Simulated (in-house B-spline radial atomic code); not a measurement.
```
Z = 21
electrons = 18.0
configuration = [Ne] 3s2 3p6
hamiltonian = nr
method = scan,scan
lmax = 9
spin_polarised = False
box_radius = 14.14
intervals = 49
```

Launched with:
```bash
python run_gw.py task.json out
```

All-electron spherical atom, non-relativistic, SCAN start, no spin-orbit coupling, Breit or QED terms; computed with a B-spline radial code. The quasi-particle equation is solved at full frequency; levels of low quasi-particle weight Z are left out.

Parts of the G₀W₀ correction to each level for Sc³⁺ (scandium, Z = 21):

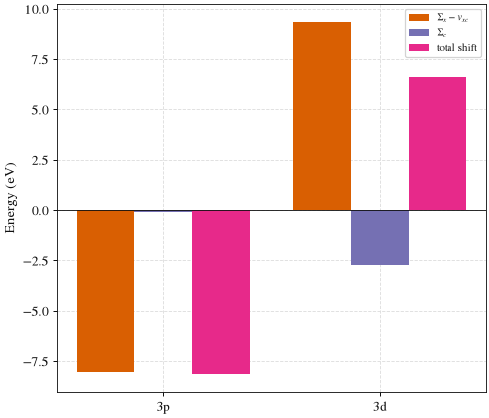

G₀W₀ moves the highest occupied level, 3p, from −65.41 to −73.56 eV (renormalisation factor Z = 0.94); the measured removal energy is 73.49 eV, so the error is +0.07 eV. The empty level 3d goes from −31.59 to −24.97 eV.

```
Level  Mean field (eV)  Σx − vxc (eV)  Σc (eV)     Z  G₀W₀ (eV)
   3p           −65.41          −8.03    −0.12  0.94     −73.56
   3d           −31.59           9.35    −2.73  0.96     −24.97
```
